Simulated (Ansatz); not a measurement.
# C₄H₅F₃: up Jacob's ladder to CCSD(T), part 2 of 2

Ansatz 0.2.0, Gaussian basis; functionals in def2-TZVPP, the program's frozen cores in correlated methods. The steps go on from the part before.

## (17) ωB97M-V (range-separated)

in.yaml

```yaml
crystal:
  periodic: [false, false, false]
  atoms:
    - {symbol: F, position_ang: [-1.679806, 0.548062, 1.058867]}
    - {symbol: C, position_ang: [-0.533601, 0.852936, 0.372444]}
    - {symbol: C, position_ang: [-0.475039, 0.136243, -0.985794]}
    - {symbol: C, position_ang: [0.394103, -0.980297, -0.355912]}
    - {symbol: C, position_ang: [0.640105, -0.041129, 0.818515]}
    - {symbol: F, position_ang: [1.811601, 0.635318, 0.695169]}
    - {symbol: F, position_ang: [0.592133, -0.549814, 2.057089]}
    - {symbol: H, position_ang: [-0.366099, 1.930452, 0.415870]}
    - {symbol: H, position_ang: [-1.447699, -0.158794, -1.375303]}
    - {symbol: H, position_ang: [0.057803, 0.722492, -1.734078]}
    - {symbol: H, position_ang: [-0.198931, -1.838881, -0.041982]}
    - {symbol: H, position_ang: [1.282329, -1.311789, -0.890785]}
basis:
  gaussian: {orbitals: def2-TZVPP}
hamiltonian: {xc: {name: wB97M-V}}
output: {forces: true, orbitals: {seedname: orbitals}}
```

Started as:

```sh
$ ansatz run in.yaml --threads 4 --pin off --events-out ev --progress --plain --max-ram 11315MiB
```

The program printed, cut to the lines that bear on the results:

```text
Functional definition: wB97M-V
  name "wB97M-V"
  cite "Mardirossian & Head-Gordon, J. Chem. Phys. 144, 214110 (2016) doi:10.1063/1.4952647"
  cite "Becke, J. Chem. Phys. 107, 8554 (1997) doi:10.1063/1.475007"
  cite "Vydrov & Van Voorhis, J. Chem. Phys. 133, 244103 (2010) doi:10.1063/1.3521275"
  # Of w^i u^j: cxij and so on, Table III.
[...]
  gx(w, u) = 1 - cx + cx01*u + cx10*w
[...]
Atom 8 at    -1.447699    -0.158794    -1.375303 Å, force     0.070863     0.022753     0.042174 eV/Å
Atom 9 at     0.057803     0.722492    -1.734078 Å, force    -0.035866    -0.043833     0.062226 eV/Å
Atom 10 at    -0.198931    -1.838881    -0.041982 Å, force     0.038665     0.069598    -0.009703 eV/Å
Atom 11 at     1.282329    -1.311789    -0.890785 Å, force    -0.060484     0.039284     0.045128 eV/Å
Dipole moment:    -0.032813    -0.023335    -0.525225 e Å
```

It took 13 s on 4 threads of Intel Xeon Platinum 8259CL at 2.50GHz, shared host; peak memory 1.2 GiB.

Atomisation energy: 4989.0 kJ/mol (free atoms -12329.259 eV, run apart). HOMO -11.27 eV, LUMO 2.75 eV.

## (18) B2PLYP (double hybrid)

in.yaml, as its differences from that of step 17:

```diff
@@ -17,3 +17,2 @@
   gaussian: {orbitals: def2-TZVPP}
-hamiltonian: {xc: {name: wB97M-V}}
-output: {forces: true, orbitals: {seedname: orbitals}}
+hamiltonian: {xc: {name: B2PLYP}}
```

Same command.

The program printed, cut to the lines that bear on the results:

```text
Functional definition: B2PLYP
  name "B2PLYP"
  cite "Grimme, J. Chem. Phys. 124, 034108 (2006) doi:10.1063/1.2148954"
  cite "Becke, Phys. Rev. A 38, 3098 (1988) doi:10.1103/PhysRevA.38.3098"
  cite "Lee, Yang & Parr, Phys. Rev. B 37, 785 (1988) doi:10.1103/PhysRevB.37.785"
[...]
1791 factors; integrals over basis functions are off by at most 9.6e-4 eV
[...]
mean field -12364.20486962 eV, -454.3761481996 hartree, gradient 4.5e-6 eV, S^2 0.000000; 0 other end points of the search recorded, 0 dependent functions left out
7 core orbitals not correlated: weight in the atoms' cores, before any rotation towards them, 1.000 or more for the frozen orbitals, at most 0.000 for the correlated occupied ones
reference -12364.20501938 eV, -454.3761537031 hartree; 21, 21 occupied and 259, 259 virtual orbitals, 1791 factors
second order -45.40317913 eV of doubles, -0.00000000 eV of singles
Total energy: -12376.46387775 eV, -454.8266584386 hartree
```

It took 8.5 s on 4 threads of Intel Xeon Platinum 8259CL at 2.50GHz, shared host; peak memory 0.95 GiB.

With the free atoms at this level, -12325.585 eV in sum, the atomisation energy is 4909.0 kJ/mol.

## (19) PBE-QIDH (double hybrid)

in.yaml, as its differences from that of step 18:

```diff
@@ -17,2 +17,2 @@
   gaussian: {orbitals: def2-TZVPP}
-hamiltonian: {xc: {name: B2PLYP}}
+hamiltonian: {xc: {name: PBE-QIDH}}
```

The command is unchanged.

The program printed, cut to the lines that bear on the results:

```text
Functional definition: PBE-QIDH
  name "PBE-QIDH"
  cite "Brémond, Sancho-García, Pérez-Jiménez & Adamo, J. Chem. Phys. 141, 031101 (2014) doi:10.1063/1.4890314"
  cite "Perdew, Burke & Ernzerhof, Phys. Rev. Lett. 77, 3865 (1996) doi:10.1103/PhysRevLett.77.3865"
[...]
1791 factors; integrals over basis functions are off by at most 9.6e-4 eV
[...]
mean field -12356.18118129 eV, -454.0812830918 hartree, gradient 4.4e-6 eV, S^2 0.000000; 0 other end points of the search recorded, 0 dependent functions left out
7 core orbitals not correlated: weight in the atoms' cores, before any rotation towards them, 1.000 or more for the frozen orbitals, at most 0.000 for the correlated occupied ones
reference -12356.18119140 eV, -454.0812834637 hartree; 21, 21 occupied and 259, 259 virtual orbitals, 1791 factors
second order -42.40477893 eV of doubles, -0.00000000 eV of singles
Total energy: -12370.31611771 eV, -454.6007324245 hartree
```

Run time: 8.5 s. Hardware: 4 threads of Intel Xeon Platinum 8259CL at 2.50GHz, shared host; peak memory 0.95 GiB.

Atomisation energy: 4965.5 kJ/mol (free atoms -12318.852 eV, run apart).

## (20) Orbital energies across the functionals

Dipoles come from the runs that computed forces. Levels are read from the orbital files that the runs wrote:

```csv
functional,HOMO (eV),LUMO (eV),gap (eV),dipole (D)
LDA (SPW92),-7.45,-0.30,7.15,
PBE-D4,-7.27,-0.04,7.23,2.36
revPBE-D4,-7.19,0.05,7.25,
BLYP-D4,-7.24,0.06,7.29,
r2SCAN-D4,-7.61,0.40,8.00,2.46
B97M-V,-7.77,0.28,8.05,
PBE0-D4,-8.91,1.00,9.91,
B3LYP-D4,-8.72,0.71,9.43,2.54
r2SCANh-D4,-8.22,0.77,8.99,
r2SCAN0-D4,-9.13,1.31,10.44,
HSE06-D4,-8.50,0.62,9.12,
BHLYP-D4,-10.52,1.87,12.40,
CAM-B3LYP-D4,-10.43,1.98,12.41,
LC-ωPBE,-11.69,3.26,14.95,
ωB97X-V,-11.37,3.13,14.49,
ωB97M-V,-11.27,2.75,14.02,2.53
```

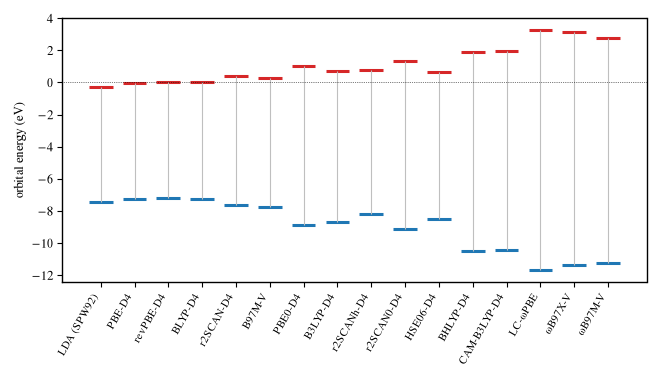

Highest occupied (blue) and lowest empty (red) level by functional.

## (21) CCSD(T) in def2-SVP

in.yaml, as its differences from that of step 19:

```diff
@@ -16,3 +16,3 @@
 basis:
-  gaussian: {orbitals: def2-TZVPP}
-hamiltonian: {xc: {name: PBE-QIDH}}
+  gaussian: {orbitals: def2-SVP}
+correlation: {method: ccsd_t}
```

Same command.

The program printed, cut to the lines that bear on the results:

```text
Functional definition: HF
  name "HF"
  cite "Fock, Z. Phys. 61, 126 (1930) doi:10.1007/BF01340294"
  parent pbe
[...]
1227 factors; integrals over basis functions are off by at most 1.2e-3 eV
[...]
mean field -12308.05830542 eV, -452.3128000226 hartree, gradient 1.5e-6 eV, S^2 0.000000; 0 other end points of the search recorded, 0 dependent functions left out
7 core orbitals not correlated: weight in the atoms' cores, before any rotation towards them, 1.000 or more for the frozen orbitals, at most 0.000 for the correlated occupied ones
reference -12308.05830542 eV, -452.3128000226 hartree; 21, 21 occupied and 95, 95 virtual orbitals, 1227 factors
second order -29.56227122 eV of doubles, -0.00000000 eV of singles
cycle   1  -30.00255166 eV  change   -4.4e-1 eV  update   1.1e-1
[...]
cycle   9  -30.79242445 eV  change   -3.5e-6 eV  update   1.4e-5
perturbative correction -0.76389190 eV, -0.0280725095 hartree
Total energy: -12339.61462177 eV, -453.4724732589 hartree
```

Wall time 14 s (4 threads of Intel Xeon Platinum 8259CL at 2.50GHz, shared host); peak memory 0.9 GiB.

## (22) CCSD(T) in def2-TZVPP

in.yaml, as its differences from that of step 21:

```diff
@@ -16,3 +16,4 @@
 basis:
-  gaussian: {orbitals: def2-SVP}
+  gaussian: {orbitals: def2-TZVPP}
 correlation: {method: ccsd_t}
+output: {orbitals: {seedname: orbitals}}
```

The command is unchanged.

The program printed, cut to the lines that bear on the results:

```text
Functional definition: HF
  name "HF"
  cite "Fock, Z. Phys. 61, 126 (1930) doi:10.1007/BF01340294"
  parent pbe
[...]
1791 factors; integrals over basis functions are off by at most 9.6e-4 eV
[...]
mean field -12322.96293935 eV, -452.8605352168 hartree, gradient 2.3e-6 eV, S^2 0.000000; 0 other end points of the search recorded, 0 dependent functions left out
7 core orbitals not correlated: weight in the atoms' cores, before any rotation towards them, 1.000 or more for the frozen orbitals, at most 0.000 for the correlated occupied ones
reference -12322.96293935 eV, -452.8605352168 hartree; 21, 21 occupied and 259, 259 virtual orbitals, 1791 factors
second order -38.04956868 eV of doubles, -0.00000000 eV of singles
cycle   1  -37.92572805 eV  change    1.2e-1 eV  update   1.2e-1
[...]
cycle   9  -38.87346854 eV  change   -2.5e-6 eV  update   1.8e-5
perturbative correction -1.39678486 eV, -0.0513308970 hartree
Total energy: -12363.23319275 eV, -454.3404397333 hartree
```

It took 6.3 min on 4 threads of Intel Xeon Platinum 8259CL at 2.50GHz, shared host; peak memory 9.7 GiB.

## (23) MP2 in def2-QZVPP

in.yaml, as its differences from that of step 22:

```diff
@@ -16,4 +16,3 @@
 basis:
-  gaussian: {orbitals: def2-TZVPP}
-correlation: {method: ccsd_t}
-output: {orbitals: {seedname: orbitals}}
+  gaussian: {orbitals: "def2-QZVPP.json"}
+correlation: {method: mp2}
```

Same command.

The program printed, cut to the lines that bear on the results:

```text
Functional definition: HF
  name "HF"
  cite "Fock, Z. Phys. 61, 126 (1930) doi:10.1007/BF01340294"
  parent pbe
[...]
3365 factors; integrals over basis functions are off by at most 7.6e-4 eV
[...]
mean field -12323.49072139 eV, -452.8799308492 hartree, gradient 6.9e-7 eV, S^2 0.000000; 0 other end points of the search recorded, 0 dependent functions left out
7 core orbitals not correlated: weight in the atoms' cores, before any rotation towards them, 1.000 or more for the frozen orbitals, at most 0.000 for the correlated occupied ones
reference -12323.49072139 eV, -452.8799308492 hartree; 21, 21 occupied and 521, 521 virtual orbitals, 3365 factors
second order -41.17864352 eV of doubles, -0.00000000 eV of singles
Total energy: -12364.66936492 eV, -454.3932180868 hartree
```

Run time: 36 s. Hardware: 4 threads of Intel Xeon Platinum 8259CL at 2.50GHz, shared host; peak memory 4.7 GiB.

Energy pieces by basis (eV):

```csv
basis,HF,MP2 correlation,CCSD correlation,(T),total
def2-SVP,-12308.0583,-29.5623,-30.7924,-0.7639,-12339.6146
def2-TZVPP,-12322.9629,-38.0496,-38.8735,-1.3968,-12363.2332
def2-QZVPP,-12323.4907,-41.1786,,,-12364.6694 (MP2)
```

The report of the def2-TZVPP run gives T1 = 0.0112.

## (24) The basis-set limit

This step is arithmetic on the last runs, with X = 3 and 4: exp(−7.88√X) for Hartree-Fock, X^−2.97 for correlation; only MP2 was run in the larger set, so CCSD(T) minus MP2 is added from the smaller one.

```csv
level,energy at the limit (eV)
HF,-12323.5634
MP2,-12367.0599
CCSD,-12367.8838
CCSD(T),-12369.2806
```

## (25) RPA on PBE orbitals

in.yaml, as its differences from that of step 23:

```diff
@@ -16,3 +16,4 @@
 basis:
-  gaussian: {orbitals: "def2-QZVPP.json"}
-correlation: {method: mp2}
+  gaussian: {orbitals: def2-TZVPP}
+hamiltonian: {xc: pbe}
+correlation: {method: rpa}
```

Same command.

The program printed, cut to the lines that bear on the results:

```text
Functional definition: PBE
  name "PBE"
  cite "Perdew, Burke & Ernzerhof, Phys. Rev. Lett. 77, 3865 (1996) doi:10.1103/PhysRevLett.77.3865"
  parent pbe
[...]
1791 factors; integrals over basis functions are off by at most 9.6e-4 eV
[...]
mean field -12371.44313984 eV, -454.6421497239 hartree, gradient 4.5e-6 eV, S^2 0.000000; 0 other end points of the search recorded, 0 dependent functions left out
7 core orbitals not correlated: weight in the atoms' cores, before any rotation towards them, 1.000 or more for the frozen orbitals, at most 0.000 for the correlated occupied ones
reference -12320.78516721 eV, -452.7805035670 hartree; 21, 21 occupied and 259, 259 virtual orbitals, 1791 factors
Total energy: -12379.80073031 eV, -454.9492855086 hartree
```

Run time: 8 s. Hardware: 4 threads of Intel Xeon Platinum 8259CL at 2.50GHz, shared host; peak memory 0.9 GiB.

RPA correlation: -59.016 eV. No RPA run of the hydrogen atom was made, so RPA has no atomisation energy below.

## (26) The ladder

Atomisation energy = energies of 3 F, 4 C, 5 H (separate runs, same level) minus the molecule's; electronic only, no spin-orbit term.

Differences are taken before rounding.

```csv
method,rung,"atoms, summed (eV)",atomisation energy (kJ/mol),from CCSD(T)/CBS (kJ/mol),time
LDA (SPW92),LDA,-12233.352,5861.7,+902.7,2 s
PBE-D4,GGA,-12318.304,5149.8,+190.8,3.7 s
revPBE-D4,GGA,-12329.686,4989.5,+30.6,2.8 s
BLYP-D4,GGA,-12331.019,4960.1,+1.1,2.7 s
r2SCAN-D4,meta-GGA,-12327.145,4993.2,+34.2,6 s
B97M-V,meta-GGA,-12330.370,4970.7,+11.7,11 s
PBE0-D4,hybrid,-12320.096,5021.2,+62.2,4 s
B3LYP-D4,hybrid,-12333.809,4945.2,-13.8,7 s
r2SCANh-D4,hybrid,-12326.966,4951.8,-7.2,6.5 s
r2SCAN0-D4,hybrid,-12326.714,4892.6,-66.3,6.5 s
HSE06-D4,hybrid,-12319.467,5025.6,+66.6,4.7 s
BHLYP-D4,hybrid,-12329.961,4758.1,-200.9,4.1 s
CAM-B3LYP-D4,range-separated,-12329.008,4995.8,+36.8,5.5 s
LC-ωPBE,range-separated,-12325.761,5015.2,+56.2,3.7 s
ωB97X-V,range-separated,-12329.241,4988.9,+29.9,10 s
ωB97M-V,range-separated,-12329.259,4989.0,+30.0,13 s
B2PLYP,double hybrid,-12325.585,4909.0,-50.0,8.5 s
PBE-QIDH,double hybrid,-12318.852,4965.5,+6.5,8.5 s
HF/def2-TZVPP,wavefunction,-12286.060,3560.6,-1398.3,
MP2/def2-TZVPP,wavefunction,-12309.402,4979.7,+20.7,
CCSD/def2-TZVPP,wavefunction,-12312.606,4750.1,-208.9,
CCSD(T)/def2-SVP,wavefunction,-12290.354,4753.0,-206.0,14 s
CCSD(T)/def2-TZVPP,wavefunction,-12313.107,4836.4,-122.5,6.3 min
MP2/CBS,wavefunction,-12314.179,5102.2,+143.2,
CCSD(T)/CBS,wavefunction,-12317.884,4959.0,0,6.9 min
```

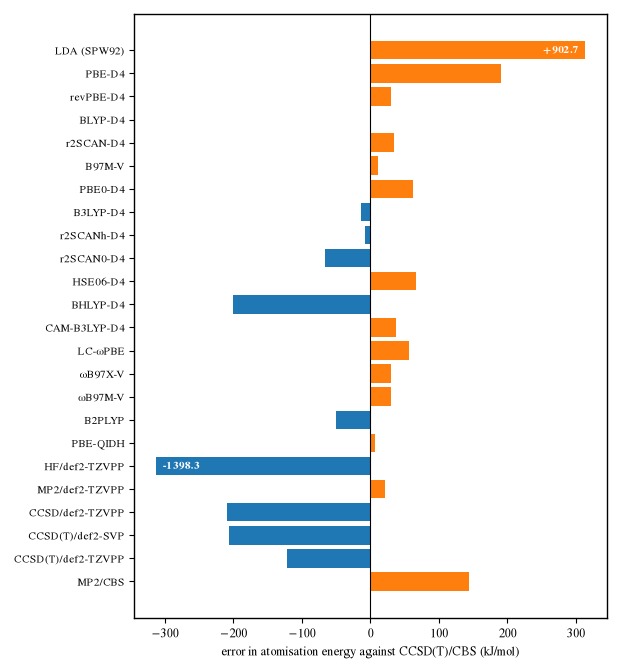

How far each level lands from CCSD(T)/CBS. Bars with a number in them are cut short.

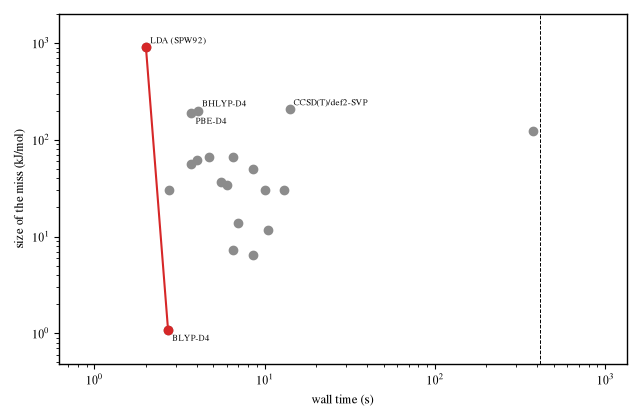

Miss against cost. Red marks the levels that no quicker level drawn beats (of those quicker than the yardstick), and the dashed line is the time of CCSD(T)/CBS. Only those levels and the largest misses are named. Times are from a shared host.

LDA (SPW92), LC-ωPBE, B2PLYP, PBE-QIDH carry no dispersion term (for B3LYP, D4 adds 36.1 kJ/mol).

Times are those of the molecule's run; HF, MP2 and CCSD come out of the CCSD(T) runs, and the limit's time is the sum of the runs that it needs.

## (27) Outcome

What follows sums up all 2 parts.

```
                               quantity                                            value
        atomisation energy, CCSD(T)/CBS                                    4959.0 kJ/mol
 functionals within 24.8 kJ/mol (0.5 %)  BLYP-D4, B97M-V, B3LYP-D4, r2SCANh-D4, PBE-QIDH
                    farthest beyond LDA                         BHLYP-D4 (-200.9 kJ/mol)
                mean size of error, GGA                                      74.1 kJ/mol
           mean size of error, meta-GGA                                      23.0 kJ/mol
             mean size of error, hybrid                                      69.5 kJ/mol
    mean size of error, range-separated                                      38.2 kJ/mol
      mean size of error, double hybrid                                      28.2 kJ/mol
              gap, smallest and largest        7.15 eV (LDA (SPW92)), 14.95 eV (LC-ωPBE)
                          T1 diagnostic                                           0.0112
triples share of the correlation energy                                            3.5 %
```

The LDA atomisation energy is off by 902.7 kJ/mol (18 %): it overbinds. PBE-D4 misses by +190.8 kJ/mol. Double hybrids carry the basis error of their MP2 part in triple zeta, and no dispersion term here, so their miss is partly the set-up's. Taken by rung, meta-GGA functionals do best (23.0 kJ/mol on average) and GGA ones worst beyond LDA (74.1 kJ/mol). hybrid functionals lie within the reference's doubt of that worst mean (69.5 kJ/mol), so those two tie. The gap between the best rungs is small, so their order is not settled. The reference freezes the cores and leaves out relativity and excitations past (T), so misses under about 24.8 kJ/mol can't be ranked. Hartree-Fock recovers 72 % of the binding; the rest is correlation. CCSD(T) in def2-SVP is off by -206.0 kJ/mol, worse than the median functional, from the basis alone. Orbital gaps span 7.2 to 15.0 eV; exact exchange widens them.

BLYP-D4 reaches 1.1 kJ/mol from the reference in 2.7 s, where CCSD(T)/CBS took 6.9 min; the quickest level in the cost chart, LDA (SPW92), takes 2 s and misses by 902.7 kJ/mol.
